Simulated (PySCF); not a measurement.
**C2H8GaN (SMILES [CH3][Ga]([CH3])[NH2]) at 6 levels**

Aim: a comparison of 6 runs (HF/STO-3G, HF/3-21G, TPSSh/6-31G, B3LYP/6-31G*, BLYP/6-311G**) of C2H8GaN. Input form: a Python script.

The results are computed with PySCF 2.14.0.

## Step 1: Starting point

The species is C2H8GaN (12 atoms), meant as a singlet with charge 0. SMILES: `[CH3][Ga]([CH3])[NH2]`. The shape is that of a PBE0-D4/def2-TZVP optimisation.

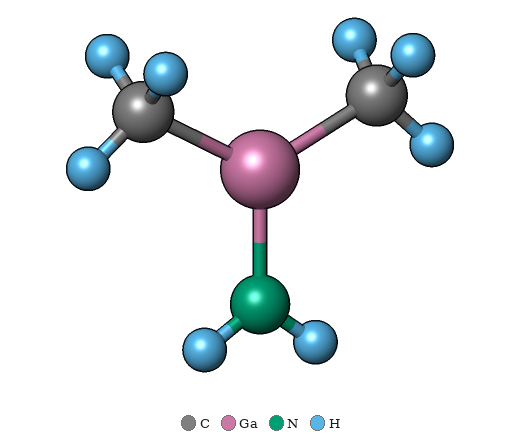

The structure, seen from a chosen angle (carbon grey, gallium pink, nitrogen teal, hydrogen blue).

## Step 2: Energy and forces at HF/STO-3G (run 1)

The input, calc.py:

```python
# [CH3][Ga]([CH3])[NH2]
from pyscf import gto, scf

molecule = gto.Mole()
molecule.atom = [
    ('C', (-0.496600, 1.795100, -0.383100)),
    ('Ga', (-0.078800, -0.097900, -0.052000)),
    ('C', (1.442300, -0.783000, 0.989400)),
    ('N', (-1.206800, -1.333200, -0.779100)),
    ('H', (-1.389900, 1.910300, -0.999000)),
    ('H', (-0.659300, 2.323300, 0.559900)),
    ('H', (0.336100, 2.290100, -0.889200)),
    ('H', (1.414300, -0.397200, 2.011600)),
    ('H', (1.443400, -1.873300, 1.034100)),
    ('H', (2.387700, -0.456700, 0.548400)),
    ('H', (-2.017200, -1.104900, -1.329400)),
    ('H', (-1.098200, -2.328000, -0.677500)),
]
molecule.basis = 'sto-3g'
molecule.charge = 0
molecule.spin = 0
molecule.max_memory = 1860
molecule.verbose = 4
molecule.build()

mf = scf.RHF(molecule)
mf.conv_tol = 1e-10
mf.kernel()
if not mf.converged:
    mf = mf.newton().run(mf.mo_coeff, mf.mo_occ)

energy = mf.e_tot
print('E = %.10f Eh' % energy)
grad = mf.nuc_grad_method().kernel()
mf.analyze()
```

Started as:

```sh
$ OMP_NUM_THREADS=1 python calc.py
```

The log of the run:

```text
PySCF version 2.14.0

[... 87 lines left out ...]
Nuclear Repulsion Energy =             277.308992559057231
[... 6 lines left out ...]
MO #1   energy= -374.581388373611  occ= 2
[... 4 lines left out ...]
MO #6   energy= -15.2385641838197  occ= 2
[... 4 lines left out ...]
MO #11  energy= -3.88410926197751  occ= 2
[... 4 lines left out ...]
MO #16  energy= -0.567281960362778 occ= 2
[... 4 lines left out ...]
MO #21  energy= -0.491282183201789 occ= 2
[... 4 lines left out ...]
MO #26  energy= -0.277251096036292 occ= 2
[... 4 lines left out ...]
MO #31  energy= 0.400320914381029  occ= 0
[... 4 lines left out ...]
MO #36  energy= 0.742984573383118  occ= 0
[... 4 lines left out ...]
MO #41  energy= 0.822211035458021  occ= 0
[... 17 lines left out ...]
pop of  1 Ga 4px          0.58555
pop of  1 Ga 4py          0.73517
pop of  1 Ga 4pz          0.41678
pop of  1 Ga 3dxy         1.94231
pop of  1 Ga 3dyz         1.97085
pop of  1 Ga 3dz^2        1.96175
pop of  1 Ga 3dxz         1.91766
pop of  1 Ga 3dx2-y2      1.95879
pop of  2 C 1s            1.99977
pop of  2 C 2s            1.03099
pop of  2 C 2px           1.10057
pop of  2 C 2py           1.03270
pop of  2 C 2pz           1.05675
pop of  3 N 1s            1.99986
pop of  3 N 2s            1.28696
pop of  3 N 2px           1.34999
pop of  3 N 2py           1.13933
pop of  3 N 2pz           1.58597
pop of  4 H 1s            0.97510
pop of  5 H 1s            0.97174
pop of  6 H 1s            0.97177
pop of  7 H 1s            0.97178
pop of  8 H 1s            0.97511
pop of  9 H 1s            0.97174
pop of  10 H 1s           0.89551
pop of  11 H 1s           0.89551
 ** Mulliken atomic charges  **
charge of    0C =     -0.22079
charge of    1Ga =      0.43195
charge of    2C =     -0.22078
charge of    3N =     -0.36210
charge of    4H =      0.02490
charge of    5H =      0.02826
charge of    6H =      0.02823
charge of    7H =      0.02822
charge of    8H =      0.02489
charge of    9H =      0.02826
charge of   10H =      0.10449
charge of   11H =      0.10449
Dipole moment(X, Y, Z, Debye): -0.42044, -0.45798, -0.26635
```

Wall time 9.1 s (1 thread of Intel Xeon at 2.50GHz (Skylake/Cascade Lake), shared host); peak memory 0.12 GiB.

## Step 3: Energy and forces at HF/3-21G (run 2)

The input, start.xyz:

```xyz
12
C2H8GaN
C     -0.496600     1.795100    -0.383100
Ga    -0.078800    -0.097900    -0.052000
C      1.442300    -0.783000     0.989400
N     -1.206800    -1.333200    -0.779100
H     -1.389900     1.910300    -0.999000
H     -0.659300     2.323300     0.559900
H      0.336100     2.290100    -0.889200
H      1.414300    -0.397200     2.011600
H      1.443400    -1.873300     1.034100
H      2.387700    -0.456700     0.548400
H     -2.017200    -1.104900    -1.329400
H     -1.098200    -2.328000    -0.677500
```

The input, calc.py:

```python
# [CH3][Ga]([CH3])[NH2]
import pyscf.grad
from pyscf import gto, scf

system = gto.M(
    atom='start.xyz',
    basis='3-21g',
    verbose=4,
    charge=0,
    max_memory=1860,
)

mf = scf.RHF(system)
mf.conv_tol = 1e-10
mf.kernel()
if not mf.converged:
    mf = mf.newton().run(mf.mo_coeff, mf.mo_occ)

e_tot = mf.e_tot
print(f'total energy: {e_tot:.8f} hartree')
grad = mf.Gradients().kernel()
mf.analyze()
```

Started as:

```sh
$ OMP_NUM_THREADS=1 python calc.py
```

The log of the run:

```text
PySCF version 2.14.0

[... 80 lines left out ...]
Total Energy =                       -2048.003164231856772
[... 8 lines left out ...]
MO #2   energy= -47.9629959461073  occ= 2
[... 6 lines left out ...]
MO #9   energy= -6.33137834461877  occ= 2
[... 6 lines left out ...]
MO #16  energy= -1.08632428002503  occ= 2
[... 6 lines left out ...]
MO #23  energy= -0.536692873834861 occ= 2
[... 6 lines left out ...]
MO #30  energy= 0.119708313036011  occ= 0
[... 6 lines left out ...]
MO #37  energy= 0.353579098111597  occ= 0
[... 6 lines left out ...]
MO #44  energy= 0.574062612649054  occ= 0
[... 6 lines left out ...]
MO #51  energy= 1.10792577795502   occ= 0
[... 6 lines left out ...]
MO #58  energy= 1.46264199940603   occ= 0
[... 6 lines left out ...]
MO #65  energy= 2.59483450891262   occ= 0
[... 41 lines left out ...]
pop of  2 C 3pz           0.00277
pop of  3 N 1s            1.99977
pop of  3 N 2s            1.31498
pop of  3 N 3s            0.00239
pop of  3 N 2px           1.43428
pop of  3 N 2py           1.26376
pop of  3 N 2pz           1.61807
pop of  3 N 3px           0.00759
pop of  3 N 3py           0.00257
pop of  3 N 3pz           0.01321
pop of  4 H 1s            0.89697
pop of  4 H 2s            0.00751
pop of  5 H 1s            0.89566
pop of  5 H 2s            0.00721
pop of  6 H 1s            0.89567
pop of  6 H 2s            0.00722
pop of  7 H 1s            0.89568
pop of  7 H 2s            0.00722
pop of  8 H 1s            0.89699
pop of  8 H 2s            0.00750
pop of  9 H 1s            0.89564
pop of  9 H 2s            0.00721
pop of  10 H 1s           0.79883
pop of  10 H 2s           0.00966
pop of  11 H 1s           0.79883
pop of  11 H 2s           0.00966
 ** Mulliken atomic charges  **
charge of    0C =     -0.55893
charge of    1Ga =      0.81193
charge of    2C =     -0.55892
charge of    3N =     -0.65662
charge of    4H =      0.09553
charge of    5H =      0.09712
charge of    6H =      0.09711
charge of    7H =      0.09710
charge of    8H =      0.09551
charge of    9H =      0.09714
charge of   10H =      0.19151
charge of   11H =      0.19151
Dipole moment(X, Y, Z, Debye): -0.29479, -0.31942, -0.18313
```

It took 11 s on 1 thread of Intel Xeon at 2.50GHz (Skylake/Cascade Lake), shared host; peak memory 0.13 GiB.

Runs 3 to 5 aren't shown in full; the table further down has their settings and results.

## Step 4: Energy and gradient at BLYP/6-311G(d,p) (run 6)

The input, input.py:

```python
# [CH3][Ga]([CH3])[NH2]
import pyscf.grad
from pyscf import gto, dft

mol = gto.Mole()
mol.atom = '''
C   -0.496600   1.795100  -0.383100
Ga  -0.078800  -0.097900  -0.052000
C    1.442300  -0.783000   0.989400
N   -1.206800  -1.333200  -0.779100
H   -1.389900   1.910300  -0.999000
H   -0.659300   2.323300   0.559900
H    0.336100   2.290100  -0.889200
H    1.414300  -0.397200   2.011600
H    1.443400  -1.873300   1.034100
H    2.387700  -0.456700   0.548400
H   -2.017200  -1.104900  -1.329400
H   -1.098200  -2.328000  -0.677500
'''
mol.max_memory = 1860
mol.spin = 0
mol.basis = '6-311g**'
mol.verbose = 3
mol.build()

mf = dft.RKS(mol)
mf.xc = 'blyp'
mf.conv_tol = 1e-10
mf.grids.level = 5
mf.kernel()
if not mf.converged:
    mf = mf.newton().run(mf.mo_coeff, mf.mo_occ)

energy = mf.e_tot
print('E = %.10f Eh' % energy)
grad = mf.Gradients().kernel()
dip = mf.dip_moment()
pop, q = mf.mulliken_pop()
```

Started as:

```sh
$ OMP_NUM_THREADS=1 python input.py
```

The log of the run:

```text
converged SCF energy = -2060.66106978947
[... 9 lines left out ...]
Dipole moment(X, Y, Z, Debye): -0.34263, -0.37298, -0.21642
[... 120 lines left out ...]
pop of  7 H 2px           0.00680
pop of  7 H 2py           0.00649
pop of  7 H 2pz           0.01122
pop of  8 H 1s            0.28020
pop of  8 H 2s            0.45077
pop of  8 H 3s            0.12870
pop of  8 H 2px           0.00658
pop of  8 H 2py           0.01170
pop of  8 H 2pz           0.00587
pop of  9 H 1s            0.27905
pop of  9 H 2s            0.44881
pop of  9 H 3s            0.12895
pop of  9 H 2px           0.01099
pop of  9 H 2py           0.00627
pop of  9 H 2pz           0.00726
pop of  10 H 1s           0.28280
pop of  10 H 2s           0.38002
pop of  10 H 3s           0.08205
pop of  10 H 2px          0.01617
pop of  10 H 2py          0.00992
pop of  10 H 2pz          0.01556
pop of  11 H 1s           0.28279
pop of  11 H 2s           0.38003
pop of  11 H 3s           0.08205
pop of  11 H 2px          0.01125
pop of  11 H 2py          0.01706
pop of  11 H 2pz          0.01333
 ** Mulliken atomic charges  **
charge of    0C =     -0.55973
charge of    1Ga =      0.69091
charge of    2C =     -0.55976
charge of    3N =     -0.70528
charge of    4H =      0.11618
charge of    5H =      0.11866
charge of    6H =      0.11862
charge of    7H =      0.11861
charge of    8H =      0.11616
charge of    9H =      0.11868
charge of   10H =      0.21348
charge of   11H =      0.21348
```

Run time: 3.8 min. Hardware: 1 thread of Intel Xeon at 2.50GHz (Skylake/Cascade Lake), shared host; peak memory 1.7 GiB.

## Step 5: Overview of the runs

| run | level | integration grid | Cartesian functions | energy (Eh) | dipole moment (D) | HOMO energy (eV) | LUMO energy (eV) | wall time |
| --- | --- | --- | --- | --- | --- | --- | --- | --- |
| 1 | HF/STO-3G | – | no | -2034.129409 | 0.68 | -6.74 | 6.49 | 9.1 s |
| 2 | HF/3-21G | – | no | -2048.003164 | 0.47 | -9.98 | 3.26 | 11 s |
| 3 | TPSSh/6-31G | 5 | no | -2060.287798 | 0.48 | -5.95 | 0.10 | 2.2 min |
| 4 | B3LYP/6-31G* (spherical functions) | 5 | no | -2060.425241 | 0.46 | -6.44 | 0.13 | 2.3 min |
| 5 | B3LYP/6-31G* (Cartesian functions) | 5 | yes | -2060.433527 | 0.46 | -6.44 | 0.14 | 2.1 min |
| 6 | BLYP/6-311G** | 5 | no | -2060.661070 | 0.55 | -5.43 | -0.49 | 3.8 min |

## Step 6: Results

| quantity | value |
| --- | --- |
| run 6: total energy | -2060.66107 Eh |
| run 6: dipole moment | 0.55 D |
| run 6: HOMO energy | -5.43 eV |
| run 6: LUMO energy | -0.49 eV |
| run 6: HOMO–LUMO gap | 4.94 eV |
| run 6: largest force on an atom | 0.487 eV/Å |

In words: The dipole moment (its size) runs from 0.46 D (B3LYP/6-31G*) to 0.68 D (HF/STO-3G). The two ends differ in method and basis. The HOMO–LUMO gap runs from 4.94 eV (BLYP/6-311G**) to 13.24 eV (HF/3-21G). Totals of different functionals can't be ranked against each other. In run 1 the basis is minimal, so the values are rough. All runs together took 11 min, the longest 3.8 min.
